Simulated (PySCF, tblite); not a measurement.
**C₄H₁₀OSSi: geometry, infrared bands and NMR shifts**

What infrared bands and NMR shifts should C₄H₁₀OSSi (`C=C(C)[Si@](C)(O)S`) show?

The runs use tblite 0.8.0 and PySCF 2.14.0, with density-fitted response routines of our own; the level of theory stands in each step. All values are computed, except where a source is named. Atoms count from 0, in the outputs and in this text.

## (1) The molecule as given

17 atoms, charge 0, multiplicity 1; geometry from: force field or distance geometry start.

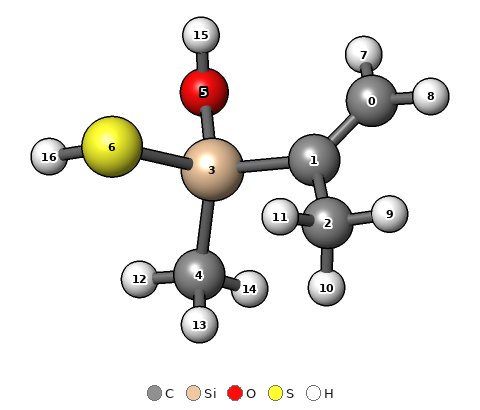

As it starts; carbon grey, silicon light orange, oxygen red, sulfur yellow, hydrogen white, atoms numbered; sticks join atoms by distance.

## (2) Relaxing the molecule with GFN2-xTB

Job settings and geometry (Å):

```
{"job": {"kind": "relax", "xc": "GFN2-xTB", "basis": "xTB"}, "charge": 0, "multiplicity": 1}
C     -1.855400    -0.522100     1.164900
C     -1.068700    -0.087800     0.161500
C     -1.598300     0.188900    -1.201100
Si     0.778100     0.171600     0.389200
C      1.769800    -0.832800    -0.795300
O      1.209300    -0.101600     1.977500
S      1.178900     2.247100     0.070400
H     -1.486400    -0.739500     2.166700
H     -2.924900    -0.667800     1.010500
H     -2.687000    -0.012900    -1.258300
H     -1.124500    -0.437800    -1.960500
H     -1.469900     1.240200    -1.476400
H      2.838700    -0.661300    -0.655800
H      1.529300    -0.576800    -1.841000
H      1.583000    -1.893400    -0.670600
H      0.819700     0.522400     2.625500
H      2.501200     2.175700     0.283100
```

Started as:

```bash
> OMP_NUM_THREADS=1 python probes_run.py task.json out
```

One launch serves the whole session: the jobs run in the order shown.

Standard output:

```text
step      E/eV     max force
  0    -618.42346    1.781
  1    -618.51626    0.773
  2    -618.53270    0.477
  3    -618.54242    0.274
  4    -618.55411    0.220
  5    -618.55834    0.196
  6    -618.56305    0.170
  7    -618.56554    0.152
  8    -618.56801    0.121
  9    -618.57055    0.172
 10    -618.57372    0.168
 11    -618.57660    0.186
 12    -618.57916    0.156
 13    -618.58200    0.187
 14    -618.58541    0.220
 15    -618.58838    0.150
 16    -618.59013    0.071
 17    -618.59097    0.068
 18    -618.59164    0.094
 19    -618.59247    0.099
 20    -618.59328    0.087
 21    -618.59389    0.059
 22    -618.59436    0.059
 23    -618.59480    0.064
 24    -618.59521    0.048
 25    -618.59557    0.053
 26    -618.59590    0.054
 27    -618.59627    0.049
 28    -618.59674    0.062
 29    -618.59722    0.055
 30    -618.59760    0.040
 31    -618.59786    0.040
 32    -618.59807    0.038
 33    -618.59826    0.041
 34    -618.59841    0.036
 35    -618.59855    0.031
 36    -618.59872    0.030
 37    -618.59891    0.035
 38    -618.59908    0.034
 39    -618.59923    0.030
 40    -618.59939    0.031
 41    -618.59957    0.027
 42    -618.59975    0.028
 43    -618.59987    0.022
 44    -618.59995    0.025
 45    -618.60001    0.019
 46    -618.60007    0.017
 47    -618.60011    0.013
 48    -618.60015    0.013
 49    -618.60019    0.015
 50    -618.60028    0.029
 51    -618.60039    0.037
 52    -618.60051    0.030
 53    -618.60060    0.027
 54    -618.60067    0.024
 55    -618.60074    0.023
 56    -618.60081    0.021
 57    -618.60086    0.017
 58    -618.60089    0.018
 59    -618.60094    0.017
 60    -618.60100    0.027
 61    -618.60108    0.028
 62    -618.60113    0.017
 63    -618.60117    0.017
 64    -618.60121    0.015
 65    -618.60126    0.028
 66    -618.60133    0.030
 67    -618.60139    0.018
 68    -618.60144    0.019
 69    -618.60148    0.019
 70    -618.60156    0.038
 71    -618.60168    0.053
 72    -618.60182    0.047
 73    -618.60192    0.024
 74    -618.60198    0.017
 75    -618.60203    0.019
 76    -618.60209    0.025
 77    -618.60215    0.020
 78    -618.60220    0.016
 79    -618.60224    0.019
 80    -618.60230    0.023
 81    -618.60238    0.031
 82    -618.60246    0.026
 83    -618.60253    0.018
 84    -618.60258    0.017
 85    -618.60262    0.017
 86    -618.60265    0.014
 87    -618.60267    0.011
 88    -618.60268    0.010
 89    -618.60271    0.013
 90    -618.60275    0.021
 91    -618.60281    0.022
 92    -618.60286    0.019
 93    -618.60290    0.017
 94    -618.60294    0.017
 95    -618.60300    0.024
 96    -618.60312    0.033
 97    -618.60328    0.031
 98    -618.60342    0.025
 99    -618.60353    0.022
100    -618.60361    0.022
101    -618.60369    0.019
102    -618.60376    0.015
103    -618.60380    0.012
104    -618.60384    0.013
105    -618.60388    0.014
106    -618.60392    0.014
107    -618.60395    0.018
108    -618.60398    0.010
```

Wall time 1.3 s (1 thread of Arm Neoverse N1, shared host); peak memory 0.18 GiB.

Step by step: (not every step is listed)

| step | energy from step 0 (eV) | largest force (eV/Å) |
| --- | --- | --- |
| 0 | 0.0000 | 1.7812 |
| 1 | -0.0928 | 0.7732 |
| 2 | -0.1092 | 0.4765 |
| 3 | -0.1190 | 0.2735 |
| 4 | -0.1307 | 0.2199 |
| 5 | -0.1349 | 0.1956 |
| 6 | -0.1396 | 0.1696 |
| 7 | -0.1421 | 0.1520 |
| 8 | -0.1445 | 0.1211 |
| 17 | -0.1675 | 0.0677 |
| 26 | -0.1724 | 0.0540 |
| 35 | -0.1751 | 0.0306 |
| 44 | -0.1765 | 0.0250 |
| 53 | -0.1771 | 0.0273 |
| 62 | -0.1777 | 0.0167 |
| 71 | -0.1782 | 0.0527 |
| 80 | -0.1788 | 0.0232 |
| 89 | -0.1793 | 0.0132 |
| 98 | -0.1800 | 0.0249 |
| 103 | -0.1803 | 0.0123 |
| 104 | -0.1804 | 0.0132 |
| 105 | -0.1804 | 0.0136 |
| 106 | -0.1805 | 0.0143 |
| 107 | -0.1805 | 0.0178 |
| 108 | -0.1805 | 0.0102 |

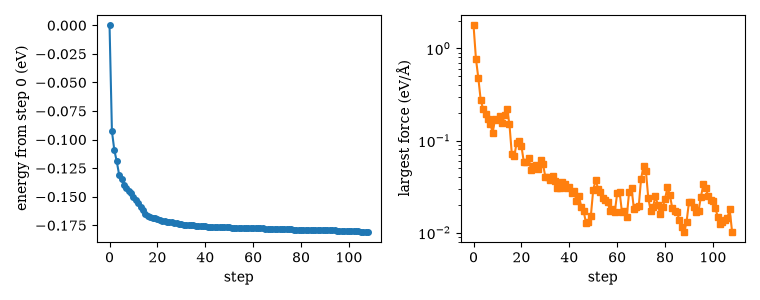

Energy and force, step by step.

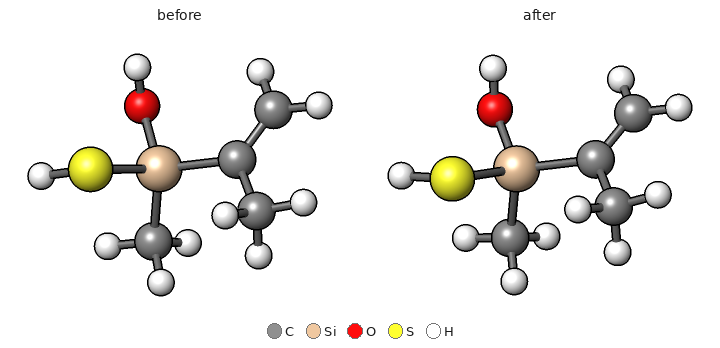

Before and after, at one scale.

Distances of close pairs at the start and the end, largest changes first:

```csv
bond,before (Å),after (Å),change (Å)
Si3–C4,1.843,1.895,+0.052
Si3–S6,2.138,2.182,+0.045
Si3–O5,1.668,1.630,-0.038
O5–H15,0.980,0.955,-0.026
C2–H9,1.109,1.088,-0.021
C0–C1,1.347,1.327,-0.020
S6–H16,1.341,1.323,-0.018
C4–H13,1.103,1.085,-0.018
```

The final coordinates are the input of the step that follows.

## (3) Harmonic vibrations with GFN2-xTB

Job settings and geometry (Å):

```
{"job": {"kind": "ir", "xc": "GFN2-xTB", "basis": "xTB"}, "charge": 0, "multiplicity": 1}
C     -1.833299    -0.630319     1.095146
C     -1.096059    -0.083083     0.137300
C     -1.695276     0.331095    -1.171701
Si     0.758163     0.202535     0.355979
C      1.849912    -0.937291    -0.692587
O      1.285054    -0.016123     1.882861
S      1.069963     2.289634    -0.200435
H     -1.409294    -0.940107     2.036016
H     -2.893049    -0.798391     0.975681
H     -2.776525     0.212537    -1.168152
H     -1.277499    -0.270810    -1.978010
H     -1.451450     1.371697    -1.380129
H      2.898403    -0.811035    -0.441151
H      1.732301    -0.730036    -1.751563
H      1.591046    -1.976605    -0.521093
H      0.908627     0.464975     2.616317
H      2.331987     2.333356     0.195611
```

Standard output:

```text
mode    cm-1     km/mol
  1      34.5      0.48
  2      87.1      0.17
  3     104.7      1.11
  4     120.4      2.99
  5     131.4     17.55
  6     156.2     22.12
  7     161.8      1.81
  8     200.5      4.91
  9     211.2     16.38
 10     276.3     99.84
 11     302.7     19.68
 12     362.7      4.64
 13     406.7     18.99
 14     473.7     91.59
 15     632.6     46.92
 16     680.9      0.74
 17     687.7      3.60
 18     748.3     62.83
 19     786.0     98.43
 20     831.7    149.08
 21     832.8    177.48
 22     901.8    212.54
 23     910.6     45.44
 24     966.9      9.93
 25    1019.1     15.25
 26    1042.4      1.21
 27    1225.9      3.51
 28    1370.2     18.24
 29    1400.3      5.37
 30    1422.9      2.49
 31    1471.8      1.19
 32    1475.2      1.80
 33    1478.6      5.45
 34    1486.5      4.62
 35    1682.6      8.89
 36    2475.3    110.53
 37    3003.3     22.85
 38    3021.3     21.83
 39    3029.8     33.70
 40    3045.9     17.01
 41    3049.1     15.45
 42    3055.1     19.99
 43    3073.5     46.19
 44    3106.5     41.41
 45    3648.0     22.50
```

It took 1.1 s on 1 thread of Arm Neoverse N1, shared host; peak memory 0.18 GiB.

Which atoms move in the most intense modes:

```
cm⁻¹  km/mol                                  atoms
 276    99.8                      H15 69 %, O5 15 %
 474    91.6                      Si3 38 %, S6 27 %
 748    62.8            H15 35 %, C4 26 %, Si3 19 %
 786    98.4   H13 25 %, H15 19 %, O5 19 %, C4 13 %
 832   149.1  H14 46 %, C4 16 %, H13 16 %, H12 11 %
 833   177.5  H12 28 %, H15 26 %, Si3 16 %, C4 14 %
 902   212.5                      Si3 39 %, O5 38 %
2475   110.5                               H16 97 %
```

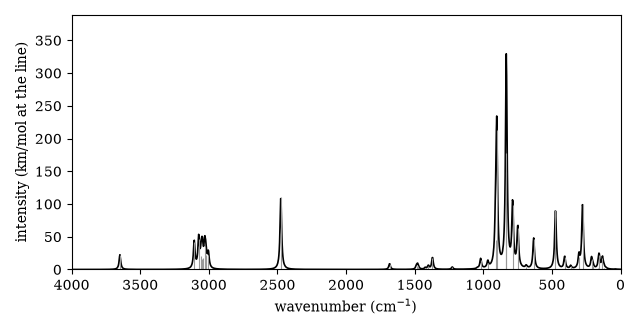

The infrared spectrum from these modes, unscaled. Lines are broadened to a width of 14 cm⁻¹ (Lorentzian).

## (4) Shielding tensors: PBE0/pcSseg-1

Same as in step 3 but for these lines:

```diff
@@ -1,2 +1,2 @@
-{"job": {"kind": "ir", "xc": "GFN2-xTB", "basis": "xTB"}, "charge": 0, "multiplicity": 1}
+{"job": {"kind": "nmr", "xc": "PBE0", "basis": "pcSseg-1"}, "charge": 0, "multiplicity": 1}
 C     -1.833299    -0.630319     1.095146
```

Level: GIAO PBE0/pcSseg-1 NMR shielding, non-relativistic, gas phase.

Standard output:

```text
coarse grid: 14880 points
cycle   1  E = -920.6561163717  dE =  6.559e-01  |g| = 7.995e-01  |ddm| = 3.687e+00
cycle   2  E = -920.5556947900  dE =  1.004e-01  |g| = 1.100e+00  |ddm| = 1.515e+00
cycle   3  E = -920.7822142696  dE = -2.265e-01  |g| = 1.340e-01  |ddm| = 1.001e+00
cycle   4  E = -920.7860793874  dE = -3.865e-03  |g| = 3.193e-02  |ddm| = 1.494e-01
cycle   5  E = -920.7862761000  dE = -1.967e-04  |g| = 1.211e-02  |ddm| = 3.170e-02
cycle   6  E = -920.7863076761  dE = -3.158e-05  |g| = 4.749e-03  |ddm| = 1.316e-02
cycle   7  E = -920.7863131519  dE = -5.476e-06  |g| = 1.039e-03  |ddm| = 4.692e-03
final grid: 133432 points
cycle   8  E = -920.8388025430  dE = -3.290e-05  |g| = 1.030e-02  |ddm| = 2.920e-02
cycle   9  E = -920.8387895771  dE =  1.297e-05  |g| = 1.296e-02  |ddm| = 1.967e-02
cycle  10  E = -920.8388269059  dE = -3.733e-05  |g| = 1.336e-03  |ddm| = 1.113e-02
cycle  11  E = -920.8388272326  dE = -3.266e-07  |g| = 1.895e-04  |ddm| = 1.132e-03
cycle  12  E = -920.8388272391  dE = -6.480e-09  |g| = 9.021e-05  |ddm| = 2.522e-04
cycle  13  E = -920.8388272409  dE = -1.846e-09  |g| = 3.253e-05  |ddm| = 9.654e-05
cycle  14  E = -920.8388272412  dE = -2.588e-10  |g| = 6.153e-06  |ddm| = 3.236e-05
converged SCF energy = -920.8388272412

GIAO shielding tensors (ppm)
atom      isotropic    diamagn.    paramagn.     s11        s22        s33       span
  0 C       54.272     253.394    -199.122    -59.904     69.267    153.453    213.357
  1 C       32.268     266.397    -234.129    -82.666     11.813    167.656    250.321
  2 C      161.364     247.667     -86.304    148.209    151.044    184.837     36.628
  3 Si     340.117     880.772    -540.655    315.871    327.807    376.673     60.802
  4 C      182.609     255.989     -73.381    172.989    178.880    195.958     22.969
  5 O      275.270     389.434    -114.164    250.507    280.685    294.617     44.109
  6 S      688.011    1059.016    -371.005    599.834    651.885    812.314    212.480
  7 H       26.138      32.723      -6.586     22.714     24.324     31.375      8.661
  8 H       25.718      31.195      -5.477     22.573     25.064     29.516      6.944
  9 H       29.869      30.216      -0.347     26.025     28.058     35.524      9.499
 10 H       29.838      30.615      -0.777     25.571     29.121     34.821      9.250
 11 H       29.725      30.512      -0.786     24.224     31.445     33.508      9.284
 12 H       31.184      30.054       1.130     27.265     28.697     37.590     10.325
 13 H       31.410      31.861      -0.451     27.239     29.596     37.396     10.157
 14 H       31.356      31.836      -0.480     26.938     28.564     38.568     11.630
 15 H       29.864      32.566      -2.702     22.730     24.174     42.688     19.958
 16 H       31.249      30.515       0.734     24.071     27.698     41.979     17.908
```

Wall time 51 s (1 thread of Arm Neoverse N1, shared host); peak memory 0.77 GiB.

Shifts follow as δ = σ(reference) − σ, with reference shieldings (ppm) from runs at the same level and on the same kind of geometry: 1H TMS 31.72, 13C TMS 186.9, 29Si TMS 349.2, 17O H2O 336.1, 33S CS2 504. The references are single molecules in the gas phase, so shifts against H2O, NH3, PH3, H3PO4 or CFCl3 are not on the usual liquid scales and can be off by tens of ppm. Atoms listed in one row are averaged.

```
        atoms                               environment  σ (ppm)  δ (ppm)  δ scaled to CDCl3
           C1           fully substituted alkene carbon     32.3    154.7              149.0
           C0                      terminal =CH2 carbon     54.3    132.7              127.6
           C2                     allylic methyl carbon    161.4     25.6               23.0
           C4                methyl carbon bonded to Si    182.6      4.3                2.3
           H8        hydrogen on a terminal =CH2 carbon    25.72     6.00               5.76
           H7        hydrogen on a terminal =CH2 carbon    26.14     5.58               5.37
 H9, H10, H11      hydrogen on an allylic methyl carbon    29.81     1.91               1.90
          H15        hydrogen on an oxygen bonded to Si    29.86     1.85                  –
          H16         hydrogen on a sulfur bonded to Si    31.25     0.47                  –
H12, H13, H14  hydrogen on a methyl carbon bonded to Si    31.32     0.40               0.48
          Si3               silicon bonded to 2 C, O, S    340.1      9.0                  –
           O5                    oxygen bonded to Si, H    275.3     60.8                  –
           S6                    sulfur bonded to Si, H      688     -184                  –
```

The scaled column applies a straight-line fit of computed shieldings to shifts measured in CDCl3, with any fitted terms for Cl, Br or S neighbours (root-mean-square error 0.16 ppm for H, 1.9 ppm for C).

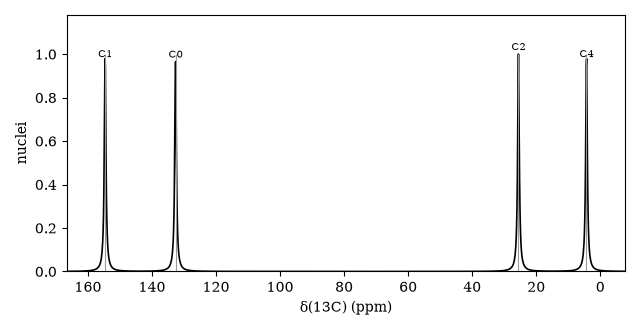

13C lines at the computed shifts, without couplings. Lines are broadened to a width of 0.60 ppm (Lorentzian).

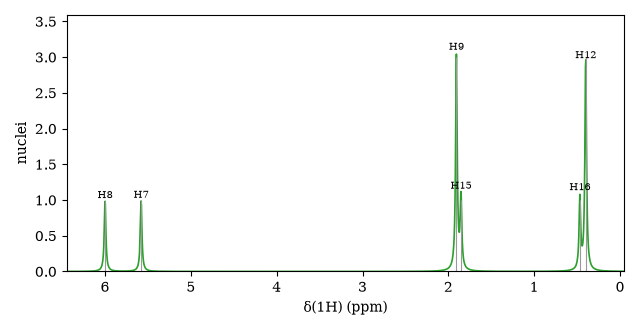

1H lines at the computed shifts, without couplings. Lines are broadened to a width of 0.02 ppm (Lorentzian).

The run also stored atomic charges by several schemes (e):

```csv
atoms,Mulliken,IAO,Hirshfeld,ESP fit
C0,-0.09,-0.30,-0.10,-0.61
C1,-0.63,-0.27,-0.09,0.31
C2,-0.19,-0.42,-0.12,-0.68
Si3,1.05,1.18,0.42,0.49
C4,-0.61,-0.74,-0.22,-0.54
O5,-0.54,-0.78,-0.30,-0.60
S6,-0.43,-0.37,-0.17,-0.50
```

Hirshfeld charges:

C0 -0.10; C1 -0.09; C2 -0.12; Si3 0.42; C4 -0.22; O5 -0.30; S6 -0.17; H7 0.04; H8 0.05; H9 0.05; H10 0.05; H11 0.04; H12 0.05; H13 0.04; H14 0.05; H15 0.18; H16 0.05

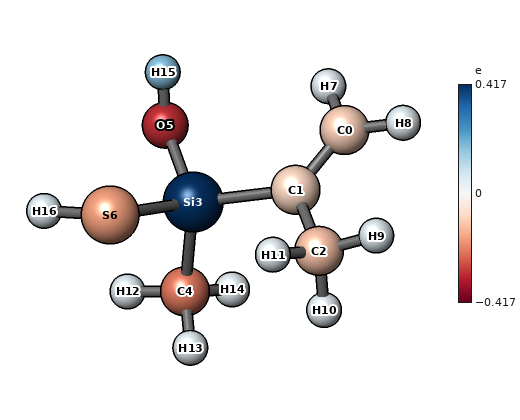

Hirshfeld charges, as colours on the atoms.

Mayer bond orders: C0–C1 1.99, C1–C2 1.05, C1–Si3 0.81, Si3–C4 0.95, Si3–O5 1.05, Si3–S6 1.01.

## (5) Outcome

| quantity | value |
| --- | --- |
| strongest single infrared mode (GFN2-xTB) | 902 cm⁻¹, 213 km/mol |
| zero-point energy (GFN2-xTB) | 80.9 kcal/mol |
| 13C shifts against TMS (PBE0/pcSseg-1) | 154.7, 132.7, 25.6, 4.3 ppm |
| 1H shifts against TMS (PBE0/pcSseg-1, means over atoms taken as alike) | 6.00, 5.58, 1.91, 1.85, 0.47, 0.40 ppm |
| 29Si shifts against TMS (PBE0/pcSseg-1) | 9.0 ppm |
| 17O shifts against H2O (PBE0/pcSseg-1) | 60.8 ppm |
| 33S shifts against CS2 (PBE0/pcSseg-1) | -184 ppm |

**Reading.** Relaxing lowered the energy by 0.181 eV in 108 steps; the close pair that moved most is Si3–C4, from 1.843 to 1.895 Å. All 45 modes are real, so the xTB geometry is a minimum. The strongest single mode, at 902 cm⁻¹, moves mainly Si3 and O5. GFN2-xTB is a fitted tight-binding method: band positions and strengths are rough. Its intensities can rank the bands wrongly. C1 (fully substituted alkene carbon) lies farthest downfield among carbon, at 154.7 ppm; as expected for a trigonal carbon in a double bond. At PBE0/pcSseg-1: The largest span, 250 ppm, is at C1, where the paramagnetic term is -234 ppm.
